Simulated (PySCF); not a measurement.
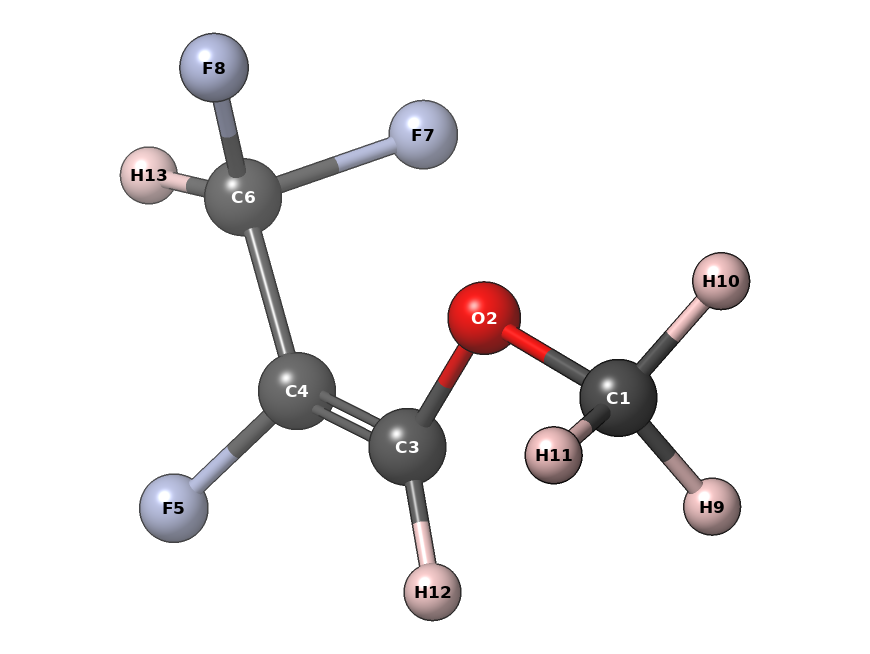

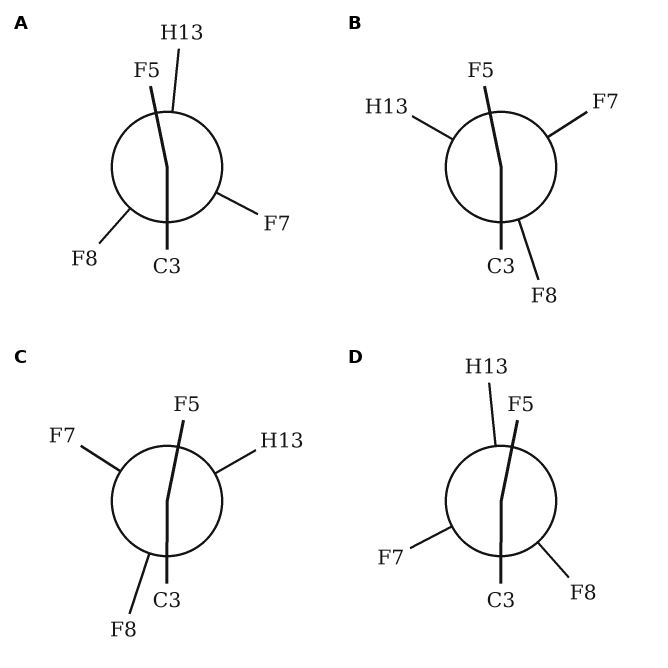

Depth is shown by fading: the farther an atom, the more it takes the colour of the background. Bonds that would overlap in a projection are set slightly apart. Geometry: a frame of a GFN2-xTB molecular-dynamics simulation, not a minimum.

### Which Newman projection shows the view along C4–C6, with C4 in front?

D. The torsion angle F5–C4–C6–F7 is −129°, anticlinal.
